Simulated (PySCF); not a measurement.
**Geometry relaxation of BH2 (part 3 of 3)**

BH2, multiplicity 2, SMILES [BH2]; HF/cc-pVTZ-DK, UHF, sfX2C (PySCF 2.14.0). The geometry comes from this level: GFN2-xTB symmetrised.

Geometry of the input (Å):
```
B  0.0620  -0.0392  0.0303
H  0.0792  1.1124  0.1627
H  -0.7437  -0.6920  -0.4879
```

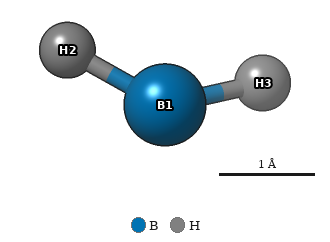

The geometry at step 6 of the log (ball-and-stick view, seen at an oblique angle; atoms are numbered from 1 in the order of the input).

### Trajectory as extended XYZ, continued
```
3
Properties=species:S:1:pos:R:3:forces:R:3 step=5 energy=-701.15548
B     0.0705   -0.0446    0.0345   -0.0002   0.0001  -0.0001
H     0.0824    1.1316    0.1665    0.0000  -0.0002   0.0000
H    -0.7555   -0.7058   -0.4960    0.0002   0.0001   0.0001
3
Properties=species:S:1:pos:R:3:forces:R:3 step=6 energy=-701.15548
B     0.0705   -0.0446    0.0345    0.0000   0.0000   0.0000
H     0.0824    1.1316    0.1665    0.0000   0.0000   0.0000
H    -0.7555   -0.7058   -0.4960    0.0000   0.0000   0.0000
```

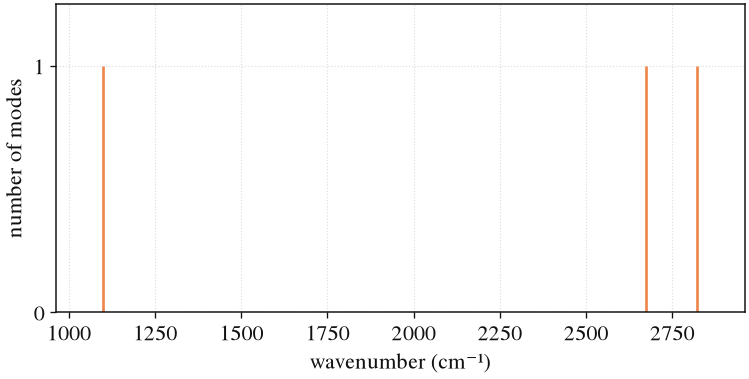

Harmonic vibrational wavenumbers from the force constants; neighbouring modes closer than 8 cm⁻¹ are counted in one stick. 3 modes from 1101 to 2822 cm⁻¹, none imaginary.

### Summary

| quantity | value |
| --- | --- |
| outcome | converged |
| total energy | −25.766988 hartree |
| basis functions | 58 |
| ⟨S²⟩ | 0.754 |
| zero-point energy | 0.015028 hartree |
| dipole moment | 0.43 D |
| wavenumbers, lowest and highest | 1101 and 2822 cm⁻¹ |
| hardware | 1 thread of Arm Neoverse V1, 24 GiB of memory available, shared host |
| wall time | 8.1 s |
| peak memory | 0.25 GiB |

### Remarks

Settings chosen away from the usual ones: tied set to false; basis set to cc-pVTZ-DK (from cc-pVDZ-F12). The record of the run, not the program, notes: logged alpha LUMO and gap are faulty.
